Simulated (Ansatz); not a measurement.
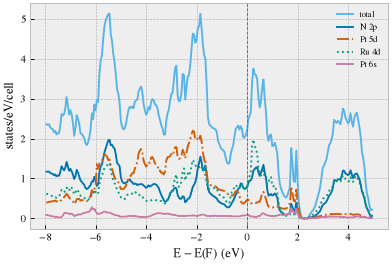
Total and projected density of states of RuPtN$_{2}$ in space group R-3m (No. 166; Ru on 3b, Pt on 3a, N on 6c), DFT-r²SCAN in the program Ansatz with PAW potentials

### Question
Which orbitals carry the states next to the Fermi level?

### Answer
Within 0.5 eV of the Fermi level: Ru 4d 42 %, N 2p 34 %, Pt 5d 18 %. Projections are on Löwdin-orthogonalised atomic valence shells; empty p or d shells of many metals are not among them.

### Question
Where is the tallest occupied peak in this window, and what makes it?

### Answer
Near -5.4 eV, about 5.1 states/eV per cell; the largest projected share is N 2p.

The start of the workflow was typed in or built on a structure type; neither database checked (COD, Materials Project) lists it. Its standing as an ambient phase is unchecked. The cell was relaxed with r²SCAN under the symmetry of its start; its stability against distortions is not shown here. Spin order of the final state: ferromagnetic, the only order run, not a proven ground state. Its formation energy is positive at this level, so the cell may be metastable or incomplete. Other orbital occupations within this spin state were not tried. No Hubbard U is applied. Scalar-relativistic: spin–orbit coupling is off unless named, which matters more the heavier the elements.

Potentials: the later of the program's two PAW sets.
